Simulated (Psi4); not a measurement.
# Si2NH7O (SMILES O[SiH2]N[SiH3]): HF/def2-TZVPP (density fitting, sweep point 4)

Aim: the energy of Si2NH7O. 

Program for the calculation: Psi4 1.11.

8 further runs of the same task are left out: 8 set aside as unsound or not needed.

## 1. Starting point

Si2NH7O: 11 atoms, total charge 0, spin state singlet. As SMILES, `O[SiH2]N[SiH3]`. The coordinates come from a PBE0-D4/def2-TZVP relaxation. This is one conformer, not always the lowest.

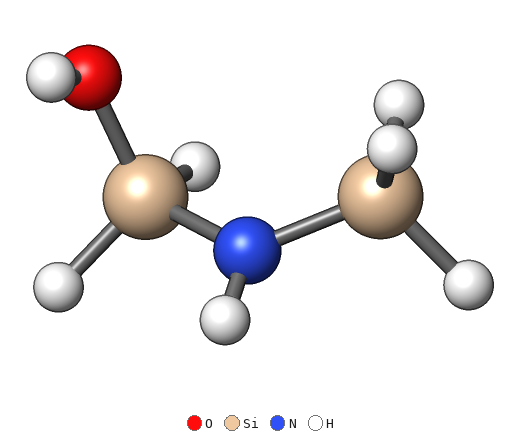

Viewed from a chosen angle; oxygen red, silicon light orange, nitrogen blue, hydrogen white.

## 2. A single-point energy at HF/def2-TZVPP (density fitting, sweep point 4)

run.py

```python
import psi4

psi4.set_memory('1600 MB')
psi4.set_num_threads(1)
psi4.set_output_file('run.log', False)

m = psi4.geometry("""
0 1
O     -0.630600     1.585500    -1.507900
Si    -0.164500     1.375000     0.056000
N      0.618600    -0.124300     0.368100
Si    -0.088300    -1.701900     0.365900
H      0.048400     1.563500    -2.183600
H     -1.438400     1.461200     0.801200
H      0.805000     2.425200     0.469200
H      1.612400    -0.070400     0.538300
H      0.373000    -2.532700    -0.780600
H     -1.557300    -1.513600     0.268200
H      0.246900    -2.440500     1.613300
symmetry c1
""")

psi4.set_options({
    'basis': 'def2-TZVPP',
    'reference': 'rhf',
    'scf_type': 'df',
    'scf_initial_accelerator': 'ediis',
})

e_tot, wfn = psi4.energy('scf', return_wfn=True)
print('E =', round(e_tot, 9))
for k, v in sorted(psi4.core.scalar_variables().items()):
    print(f'{k:45s} {v:18.10f}')
```

Command:

```console
$ python run.py
```

run.log:

```text
[...]
  Running in c1 symmetry.
[...]
  Nuclear repulsion =  228.989309882132147
[...]
  Multiplicity = 1
[...]
  Nalpha       = 25
  Nbeta        = 25
[...]
    Number of basis functions: 244
[...]
   @DF-RHF iter   1:  -711.25660298597040   -7.26434e-01   2.66071e-03 DIIS/EDIIS
[...]
   @DF-RHF iter   8:  -711.44346617107726   -7.12904e-08   2.33323e-07 DIIS
[...]
    Orbital Energies [Eh]
    ---------------------
    Doubly Occupied:
       1A    -68.793786     2A    -68.781171     3A    -20.554501
       4A    -15.536695     5A     -6.137863     6A     -6.128754
       7A     -4.245170     8A     -4.245125     9A     -4.244877
      10A     -4.235678    11A     -4.235370    12A     -4.235106
      13A     -1.340542    14A     -1.136550    15A     -0.756969
      16A     -0.726809    17A     -0.659320    18A     -0.605243
      19A     -0.562599    20A     -0.543040    21A     -0.504831
      22A     -0.497522    23A     -0.477963    24A     -0.457840
      25A     -0.408422
[...]
  @DF-RHF Final Energy:  -711.44346617107726
   => Energetics <=
    Nuclear Repulsion Energy =            228.9893098821321473
    One-Electron Energy =               -1440.7620110813095380
    Two-Electron Energy =                 500.3292350281000722
    Total Energy =                       -711.4434661710772616
[...]
 Multipole Moments:
 ------------------------------------------------------------------------------------
     Multipole            Electronic (a.u.)      Nuclear  (a.u.)        Total (a.u.)
 ------------------------------------------------------------------------------------
 L = 1.  Multiply by 2.5417464519 to convert [e a0] to [Debye]
 Dipole X            :          0.2133583            0.6712473            0.8846056
 Dipole Y            :          1.9123596           -1.9862269           -0.0738673
 Dipole Z            :         -1.2342757            1.1382476           -0.0960281
 Magnitude           :                                                    0.8928633
[...]
```

Standard output:

```text
E = -711.443466171
CURRENT ENERGY                                   -711.4434661711
CURRENT REFERENCE ENERGY                         -711.4434661711
DD SOLVATION ENERGY                                 0.0000000000
HF KINETIC ENERGY                                 711.2655539916
HF POTENTIAL ENERGY                             -1422.7090201626
HF TOTAL ENERGY                                  -711.4434661711
HF VIRIAL RATIO                                     2.0002501347
NUCLEAR REPULSION ENERGY                          228.9893098821
ONE-ELECTRON ENERGY                             -1440.7620110813
PCM POLARIZATION ENERGY                             0.0000000000
PE ENERGY                                           0.0000000000
SCF ITERATION ENERGY                             -711.4434661711
SCF ITERATIONS                                      8.0000000000
SCF TOTAL ENERGY                                 -711.4434661711
TWO-ELECTRON ENERGY                               500.3292350281
```

Run time: 5.1 s. Hardware: 1 thread of AMD EPYC 7R43 (Zen 3), shared host; peak memory 0.49 GiB.

## 3. Summary of results

Level: HF/def2-TZVPP (density fitting, sweep point 4).

| quantity | value |
| --- | --- |
| total energy | -711.44347 Eh |
| dipole moment | 2.27 D |
| HOMO energy | -11.11 eV |
| LUMO energy | 2.94 eV |
| HOMO–LUMO gap | 14.05 eV |
